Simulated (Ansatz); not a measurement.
# HNOSi: a rigid scan of the angle H4–O3–Si2

Aim: the energy along the angle H4–O3–Si2, from CCSD(T) and from cheaper methods, relative to the minimum. No other atom is relaxed.

The runs use Ansatz 0.2.0, Gaussian basis; single points in def2-TZVPP.

Levels: PBE-D4, r2SCAN-D4, PBE0-D4, B3LYP-D4, wB97M-V, Hartree-Fock, MP2, CCSD, CCSD(T). The scan takes 96.8, 102.8, 108.8, 114.8, 120.8, 126.8, 132.8, 138.8, 144.8°.

Cores are frozen in the correlated methods. B3LYP uses VWN-RPA correlation.

19 further runs of the same task are left out: 19 set aside as unsound or not needed.

## Step 1: Where the work starts

The minimum, relaxed at PBE0-D4: SMILES `N#[Si]O`, 4 atoms, charge 0, spin multiplicity 1.

Atoms are counted from 1 here; the program's logs count them from 0.

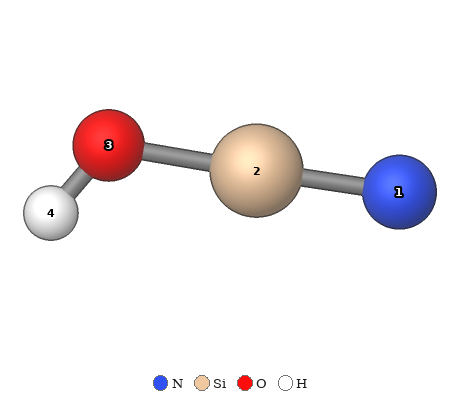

Start geometry, drawn with nitrogen blue, silicon light orange, oxygen red, hydrogen white; atoms are numbered from 1 in the order of the file.

Geometry (Å):

```
N    -1.95842    0.62924    0.48059
Si   -0.49640    0.13640    0.26088
O     1.02216   -0.38068    0.06419
H     1.43267   -0.38495   -0.80565
```

Energies of the minimum (eV), from earlier single points: PBE-D4 -11422.67737, r2SCAN-D4 -11427.70115, PBE0-D4 -11422.80529, B3LYP-D4 -11430.76315, wB97M-V -11428.58743, CCSD(T) -11411.94733.

At the minimum the angle H4–O3–Si2 is 120.8°.

## Step 2: H4–O3–Si2 = 96.8°

The input, ccsdt-tzvpp/in.yaml:

```yaml
crystal:
  periodic: [false, false, false]
  atoms:
    - {symbol: N, position_ang: [-1.958422, 0.629237, 0.480590]}
    - {symbol: Si, position_ang: [-0.496398, 0.136398, 0.260879]}
    - {symbol: O, position_ang: [1.022161, -0.380684, 0.064190]}
    - {symbol: H, position_ang: [1.068289, -0.239688, -0.886150]}
basis:
  gaussian: {orbitals: def2-TZVPP}
correlation: {method: ccsd_t}
```

The command line of these runs was not kept.

Log (excerpt; [...] marks lines left out):

```text
Functional definition: HF
  name "HF"
  cite "Fock, Z. Phys. 61, 126 (1930) doi:10.1007/BF01340294"
  parent pbe
[...]
730 factors; integrals over basis functions are off by at most 1.1e-3 eV
[...]
mean field -11395.20842627 eV, -418.7661857157 hartree, gradient 2.2e-6 eV, S^2 0.000000; 1 other end points of the search recorded, 0 dependent functions left out; unrestricted orbitals would lower it
7 core orbitals not correlated: weight in the atoms' cores, before any rotation towards them, 1.000 or more for the frozen orbitals, at most 0.000 for the correlated occupied ones
reference -11395.20842627 eV, -418.7661857157 hartree; 8, 8 occupied and 103, 103 virtual orbitals, 730 factors
second order -15.92125233 eV of doubles, -0.00000000 eV of singles
cycle   1  -14.73436291 eV  change     1.2e0 eV  update   1.8e-1
[...]
cycle  15  -15.61491165 eV  change   -4.7e-6 eV  update   2.2e-6
perturbative correction -0.93157584 eV, -0.0342347808 hartree
Total energy: -11411.75491376 eV, -419.3742579154 hartree
```

It took 7.5 s on 2 threads, shared host; peak memory 0.5 GiB.

The other levels were run on the same coordinates; their logs were not kept, and their results stand in the tables.

## Step 3: H4–O3–Si2 = 102.8°

ccsdt-tzvpp/in.yaml, as its differences from that of step 2:

```diff
@@ -6,3 +6,3 @@
     - {symbol: O, position_ang: [1.022161, -0.380684, 0.064190]}
-    - {symbol: H, position_ang: [1.068289, -0.239688, -0.886150]}
+    - {symbol: H, position_ang: [1.162598, -0.274613, -0.881421]}
 basis:
```

Log (excerpt; [...] marks lines left out):

```text
[... 4 set-up lines as earlier in the session ...]
[...]
729 factors; integrals over basis functions are off by at most 1.1e-3 eV
[...]
mean field -11395.32860688 eV, -418.7706022718 hartree, gradient 2.1e-6 eV, S^2 0.000000; 1 other end points of the search recorded, 0 dependent functions left out; unrestricted orbitals would lower it
7 core orbitals not correlated: weight in the atoms' cores, before any rotation towards them, 1.000 or more for the frozen orbitals, at most 0.000 for the correlated occupied ones
reference -11395.32860688 eV, -418.7706022718 hartree; 8, 8 occupied and 103, 103 virtual orbitals, 729 factors
second order -15.89616381 eV of doubles, -0.00000000 eV of singles
cycle   1  -14.71860249 eV  change     1.2e0 eV  update   1.8e-1
[...]
cycle  14  -15.59429451 eV  change   -1.8e-5 eV  update   8.1e-6
perturbative correction -0.92639130 eV, -0.0340442522 hartree
Total energy: -11411.84929269 eV, -419.3777262770 hartree
```

It took 7 s on 2 threads, shared host; peak memory 0.5 GiB.

## Step 4: H4–O3–Si2 = 108.8°

ccsdt-tzvpp/in.yaml, as its differences from that of step 3:

```diff
@@ -6,3 +6,3 @@
     - {symbol: O, position_ang: [1.022161, -0.380684, 0.064190]}
-    - {symbol: H, position_ang: [1.162598, -0.274613, -0.881421]}
+    - {symbol: H, position_ang: [1.255368, -0.310699, -0.866332]}
 basis:
```

Log (excerpt; [...] marks lines left out):

```text
[... 4 set-up lines as earlier in the session ...]
[...]
728 factors; integrals over basis functions are off by at most 1.0e-3 eV
[...]
mean field -11395.40978795 eV, -418.7735856210 hartree, gradient 1.9e-6 eV, S^2 0.000000; 1 other end points of the search recorded, 0 dependent functions left out; unrestricted orbitals would lower it
7 core orbitals not correlated: weight in the atoms' cores, before any rotation towards them, 1.000 or more for the frozen orbitals, at most 0.000 for the correlated occupied ones
reference -11395.40978795 eV, -418.7735856210 hartree; 8, 8 occupied and 103, 103 virtual orbitals, 728 factors
second order -15.87569449 eV of doubles, -0.00000000 eV of singles
cycle   1  -14.70593743 eV  change     1.2e0 eV  update   1.8e-1
[...]
cycle  14  -15.57766577 eV  change   -1.2e-5 eV  update   7.7e-6
perturbative correction -0.92202514 eV, -0.0338837987 hartree
Total energy: -11411.90947886 eV, -419.3799380779 hartree
```

Wall time 9.5 s (2 threads, shared host); peak memory 0.5 GiB.

## Step 5: H4–O3–Si2 = 114.8°

ccsdt-tzvpp/in.yaml, as its differences from that of step 4:

```diff
@@ -6,3 +6,3 @@
     - {symbol: O, position_ang: [1.022161, -0.380684, 0.064190]}
-    - {symbol: H, position_ang: [1.255368, -0.310699, -0.866332]}
+    - {symbol: H, position_ang: [1.345583, -0.347553, -0.841048]}
 basis:
```

Log (excerpt; [...] marks lines left out):

```text
[... 4 set-up lines as earlier in the session ...]
[...]
728 factors; integrals over basis functions are off by at most 1.0e-3 eV
[...]
mean field -11395.45786955 eV, -418.7753525871 hartree, gradient 2.0e-6 eV, S^2 0.000000; 1 other end points of the search recorded, 0 dependent functions left out; unrestricted orbitals would lower it
7 core orbitals not correlated: weight in the atoms' cores, before any rotation towards them, 1.000 or more for the frozen orbitals, at most 0.000 for the correlated occupied ones
reference -11395.45786955 eV, -418.7753525871 hartree; 8, 8 occupied and 103, 103 virtual orbitals, 728 factors
second order -15.85920763 eV of doubles, -0.00000000 eV of singles
cycle   1  -14.69604132 eV  change     1.2e0 eV  update   1.7e-1
[...]
cycle  13  -15.56442438 eV  change    1.8e-5 eV  update   1.3e-5
perturbative correction -0.91828893 eV, -0.0337464958 hartree
Total energy: -11411.94058286 eV, -419.3810811289 hartree
```

It took 7.5 s on 2 threads, shared host; peak memory 0.5 GiB.

## Step 6: H4–O3–Si2 = 120.8°

ccsdt-tzvpp/in.yaml, as its differences from that of step 5:

```diff
@@ -6,3 +6,3 @@
     - {symbol: O, position_ang: [1.022161, -0.380684, 0.064190]}
-    - {symbol: H, position_ang: [1.345583, -0.347553, -0.841048]}
+    - {symbol: H, position_ang: [1.432254, -0.384769, -0.805846]}
 basis:
```

Log (excerpt; [...] marks lines left out):

```text
[... 4 set-up lines as earlier in the session ...]
[...]
728 factors; integrals over basis functions are off by at most 1.0e-3 eV
[...]
mean field -11395.47824980 eV, -418.7761015476 hartree, gradient 2.9e-6 eV, S^2 0.000000; 1 other end points of the search recorded, 0 dependent functions left out; unrestricted orbitals would lower it
7 core orbitals not correlated: weight in the atoms' cores, before any rotation towards them, 1.000 or more for the frozen orbitals, at most 0.000 for the correlated occupied ones
reference -11395.47824980 eV, -418.7761015476 hartree; 8, 8 occupied and 103, 103 virtual orbitals, 728 factors
second order -15.84617406 eV of doubles, -0.00000000 eV of singles
cycle   1  -14.68855664 eV  change     1.2e0 eV  update   1.7e-1
[...]
cycle  13  -15.55404711 eV  change    1.3e-5 eV  update   8.8e-6
perturbative correction -0.91505207 eV, -0.0336275435 hartree
Total energy: -11411.94734899 eV, -419.3813297796 hartree
```

Run time: 8 s. Hardware: 2 threads, shared host; peak memory 0.49 GiB.

## Step 7: H4–O3–Si2 = 126.8°

ccsdt-tzvpp/in.yaml, as its differences from that of step 6:

```diff
@@ -6,3 +6,3 @@
     - {symbol: O, position_ang: [1.022161, -0.380684, 0.064190]}
-    - {symbol: H, position_ang: [1.432254, -0.384769, -0.805846]}
+    - {symbol: H, position_ang: [1.514432, -0.421941, -0.761111]}
 basis:
```

Log (excerpt; [...] marks lines left out):

```text
[... 4 set-up lines as earlier in the session ...]
[...]
728 factors; integrals over basis functions are off by at most 1.0e-3 eV
[...]
mean field -11395.47610656 eV, -418.7760227848 hartree, gradient 9.7e-6 eV, S^2 0.000000; 1 other end points of the search recorded, 0 dependent functions left out; unrestricted orbitals would lower it
7 core orbitals not correlated: weight in the atoms' cores, before any rotation towards them, 1.000 or more for the frozen orbitals, at most 0.000 for the correlated occupied ones
reference -11395.47610656 eV, -418.7760227848 hartree; 8, 8 occupied and 103, 103 virtual orbitals, 728 factors
second order -15.83616175 eV of doubles, -0.00000000 eV of singles
cycle   1  -14.68313363 eV  change     1.2e0 eV  update   1.7e-1
[...]
cycle  13  -15.54605711 eV  change    1.0e-5 eV  update   5.4e-6
perturbative correction -0.91222849 eV, -0.0335237788 hartree
Total energy: -11411.93439216 eV, -419.3808536249 hartree
```

It took 8.5 s on 2 threads, shared host; peak memory 0.49 GiB.

## Step 8: H4–O3–Si2 = 132.8°

ccsdt-tzvpp/in.yaml, as its differences from that of step 7:

```diff
@@ -6,3 +6,3 @@
     - {symbol: O, position_ang: [1.022161, -0.380684, 0.064190]}
-    - {symbol: H, position_ang: [1.514432, -0.421941, -0.761111]}
+    - {symbol: H, position_ang: [1.591217, -0.458660, -0.707334]}
 basis:
```

Log (excerpt; [...] marks lines left out):

```text
[... 4 set-up lines as earlier in the session ...]
[...]
728 factors; integrals over basis functions are off by at most 1.0e-3 eV
[...]
mean field -11395.45652604 eV, -418.7753032140 hartree, gradient 8.1e-6 eV, S^2 0.000000; 1 other end points of the search recorded, 0 dependent functions left out; unrestricted orbitals would lower it
7 core orbitals not correlated: weight in the atoms' cores, before any rotation towards them, 1.000 or more for the frozen orbitals, at most 0.000 for the correlated occupied ones
reference -11395.45652604 eV, -418.7753032140 hartree; 8, 8 occupied and 103, 103 virtual orbitals, 728 factors
second order -15.82881972 eV of doubles, -0.00000000 eV of singles
cycle   1  -14.67945980 eV  change     1.1e0 eV  update   1.7e-1
[...]
cycle  13  -15.54007219 eV  change    1.0e-5 eV  update   4.7e-6
perturbative correction -0.90977362 eV, -0.0334335639 hartree
Total energy: -11411.90637184 eV, -419.3798238973 hartree
```

Run time: 8.5 s. Hardware: 2 threads, shared host; peak memory 0.49 GiB.

## Step 9: H4–O3–Si2 = 138.8°

ccsdt-tzvpp/in.yaml, as its differences from that of step 8:

```diff
@@ -6,3 +6,3 @@
     - {symbol: O, position_ang: [1.022161, -0.380684, 0.064190]}
-    - {symbol: H, position_ang: [1.591217, -0.458660, -0.707334]}
+    - {symbol: H, position_ang: [1.661767, -0.494526, -0.645104]}
 basis:
```

Log (excerpt; [...] marks lines left out):

```text
[... 4 set-up lines as earlier in the session ...]
[...]
728 factors; integrals over basis functions are off by at most 1.0e-3 eV
[...]
mean field -11395.42453342 eV, -418.7741275071 hartree, gradient 6.6e-6 eV, S^2 0.000000; 1 other end points of the search recorded, 0 dependent functions left out; unrestricted orbitals would lower it
7 core orbitals not correlated: weight in the atoms' cores, before any rotation towards them, 1.000 or more for the frozen orbitals, at most 0.000 for the correlated occupied ones
reference -11395.42453342 eV, -418.7741275071 hartree; 8, 8 occupied and 103, 103 virtual orbitals, 728 factors
second order -15.82384948 eV of doubles, -0.00000000 eV of singles
cycle   1  -14.67727339 eV  change     1.1e0 eV  update   1.7e-1
[...]
cycle  13  -15.53580191 eV  change    1.2e-5 eV  update   6.1e-6
perturbative correction -0.90767664 eV, -0.0333565012 hartree
Total energy: -11411.86801197 eV, -419.3784141979 hartree
```

Run time: 8 s. Hardware: 2 threads, shared host; peak memory 0.49 GiB.

## Step 10: H4–O3–Si2 = 144.8°

ccsdt-tzvpp/in.yaml, as its differences from that of step 9:

```diff
@@ -6,3 +6,3 @@
     - {symbol: O, position_ang: [1.022161, -0.380684, 0.064190]}
-    - {symbol: H, position_ang: [1.661767, -0.494526, -0.645104]}
+    - {symbol: H, position_ang: [1.725310, -0.529144, -0.575104]}
 basis:
```

Log (excerpt; [...] marks lines left out):

```text
[... 4 set-up lines as earlier in the session ...]
[...]
728 factors; integrals over basis functions are off by at most 9.8e-4 eV
[...]
mean field -11395.38503037 eV, -418.7726757966 hartree, gradient 6.0e-6 eV, S^2 0.000000; 2 other end points of the search recorded, 0 dependent functions left out; unrestricted orbitals would lower it
7 core orbitals not correlated: weight in the atoms' cores, before any rotation towards them, 1.000 or more for the frozen orbitals, at most 0.000 for the correlated occupied ones
reference -11395.38503037 eV, -418.7726757966 hartree; 8, 8 occupied and 103, 103 virtual orbitals, 728 factors
second order -15.82096457 eV of doubles, -0.00000000 eV of singles
cycle   1  -14.67635243 eV  change     1.1e0 eV  update   1.7e-1
[...]
cycle  13  -15.53301942 eV  change    1.3e-5 eV  update   7.2e-6
perturbative correction -0.90594366 eV, -0.0332928154 hartree
Total energy: -11411.82399344 eV, -419.3767965469 hartree
```

Wall time 6.5 s (2 threads, shared host); peak memory 0.5 GiB.

## Step 11: The curves

Energies less that of the minimum at the same level (kcal/mol):

```csv
angle (°),PBE-D4,r2SCAN-D4,PBE0-D4,B3LYP-D4,wB97M-V,Hartree-Fock,MP2,CCSD,CCSD(T)
96.8,4.5,4.6,4.8,5.3,5.0,6.2,4.5,4.8,4.4
102.8,2.3,2.4,2.5,2.9,2.7,3.5,2.3,2.5,2.3
108.8,1.0,1.0,1.1,1.3,1.2,1.6,0.9,1.0,0.9
114.8,0.2,0.2,0.3,0.4,0.3,0.5,0.2,0.2,0.2
120.8,0.0,0.0,0.0,0.0,0.0,0.0,0.0,0.0,0.0
120.8 (minimum),0.0,0.0,0.0,0.0,0.0,0.0,0.0,0.0,0.0
126.8,0.2,0.2,0.2,0.1,0.1,0.1,0.3,0.2,0.3
132.8,0.8,0.8,0.7,0.6,0.6,0.5,0.9,0.8,0.9
138.8,1.6,1.6,1.5,1.3,1.4,1.2,1.8,1.7,1.8
144.8,2.5,2.5,2.4,2.2,2.2,2.2,2.7,2.6,2.8
```

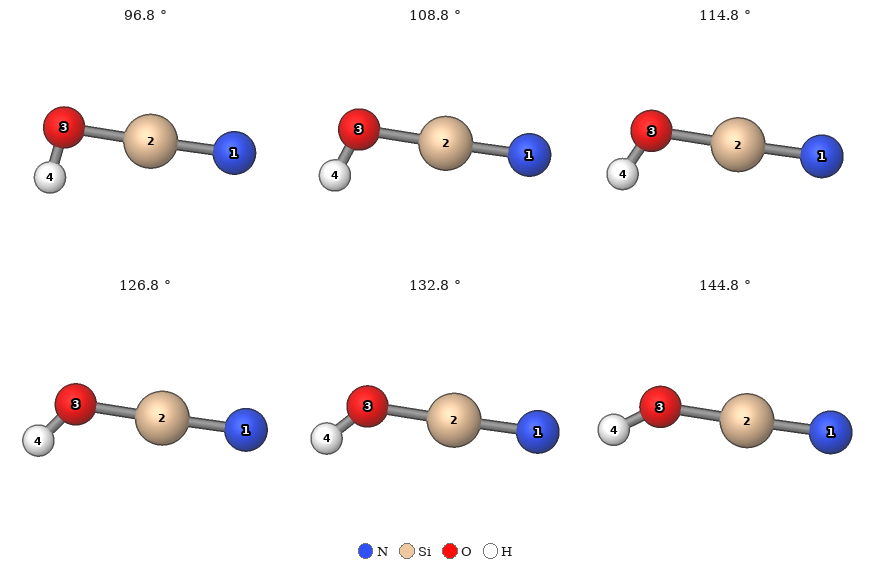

Structures along the scan.

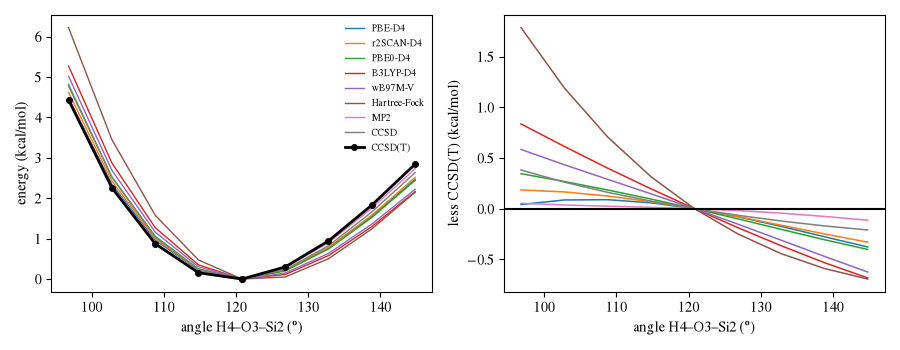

The curves (left) and their differences from CCSD(T) (right).

What each level costs and misses (shared host):

```csv
method,RMS deviation from CCSD(T) (kcal/mol),mean time a point
PBE-D4,0.2,0.77 s
r2SCAN-D4,0.2,1.5 s
PBE0-D4,0.2,1 s
B3LYP-D4,0.5,1 s
wB97M-V,0.4,3 s
Hartree-Fock,0.8,part of the CCSD(T) run
MP2,0.1,part of the CCSD(T) run
CCSD,0.2,part of the CCSD(T) run
CCSD(T),0,7.9 s
```

For cost: PBE-D4 comes within 0.2 kcal/mol at 0.77 s a point, where CCSD(T) needs 7.9 s.

## Step 12: Summary of results

| quantity | value |
| --- | --- |
| highest point, CCSD(T) | 4.4 kcal/mol at 96.8° |
| lowest point, CCSD(T) | 0.0 kcal/mol at 120.8° |
| minimum along the scan, CCSD(T) | 119.6° |
| curvature there | 0.57 meV/deg² |
| RMS deviation from CCSD(T) | PBE-D4 0.2, r2SCAN-D4 0.2, PBE0-D4 0.2, B3LYP-D4 0.5, wB97M-V 0.4, Hartree-Fock 0.8, MP2 0.1, CCSD 0.2 kcal/mol |
| largest T1 diagnostic | 0.027 |

What this shows: A polynomial through the near points puts the CCSD(T) minimum 1.2° below the PBE0-D4 value. Curvature against CCSD(T): PBE-D4 -8 %, Hartree-Fock -0 %. MP2 follows the CCSD(T) curve best and Hartree-Fock worst. The T1 diagnostic is large here, over the usual mark for main-group molecules (transition-metal compounds often pass it harmlessly), so CCSD(T) itself may be off. The restricted Hartree–Fock reference is unstable towards an unrestricted one at one or more of these structures.
